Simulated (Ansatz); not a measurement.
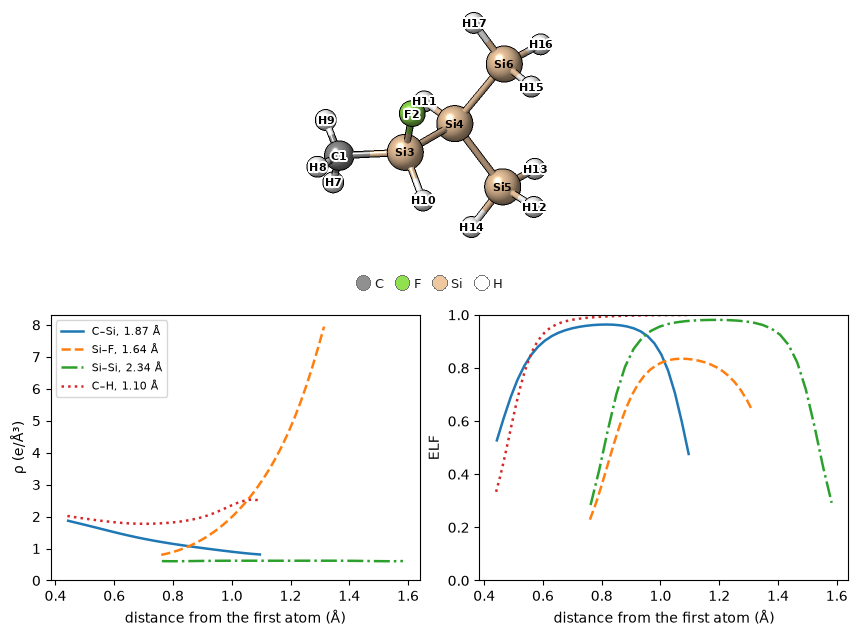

The picture shows: CH11FSi4. Total electron density and ELF along straight lines between neighbouring atoms. The curves leave out the atomic cores. The structure is drawn too.

Geometry: r2SCAN-D4/def2-SVP.

Level of theory: Ansatz 0.2.0, isolated molecule in a Gaussian basis; Kohn-Sham density functional theory, functional PBE0.

| atom | x (Å) | y (Å) | z (Å) |
| --- | --- | --- | --- |
| C | 0.2791 | 2.7407 | -0.8901 |
| F | 2.1551 | 0.6489 | -0.3942 |
| Si | 0.8166 | 1.3585 | 0.2413 |
| Si | -0.7763 | -0.3580 | 0.4670 |
| Si | -1.7363 | -0.3199 | 2.6058 |
| Si | 0.4368 | -2.3417 | 0.1501 |
| H | -0.5992 | 3.2585 | -0.4703 |
| H | 1.0849 | 3.4817 | -1.0169 |
| H | 0.0029 | 2.3544 | -1.8838 |
| H | 1.2174 | 1.8941 | 1.5783 |
| H | -1.8421 | -0.2293 | -0.5818 |
| H | -0.6545 | -0.4981 | 3.6225 |
| H | -2.7361 | -1.4193 | 2.7683 |
| H | -2.4173 | 0.9873 | 2.8623 |
| H | 1.5523 | -2.3823 | 1.1434 |
| H | -0.4288 | -3.5443 | 0.3552 |
| H | 1.0067 | -2.3864 | -1.2295 |

Compare the contacts.

Answer. C–Si (1.87 Å): the density is about 0.98 e/Å³ at the midpoint; the ELF peaks at about 0.95 between the atoms (a shared electron pair).
Si–F (1.64 Å): ρ is about 0.95 e/Å³ halfway; the ELF peaks at about 0.85 in the valence shell of F, 0.6 Å from its nucleus, and is about 0.45 at the midpoint.
Si–Si (2.34 Å): ρ is about 0.62 e/Å³ halfway; the ELF peaks at about 1 between the atoms; a shared electron pair.
C–H (1.10 Å): the density is about 1.9 e/Å³ at the midpoint; the ELF climbs to about 1 towards the hydrogen, as it does in any bond to H (an ordinary covalent bond to hydrogen).
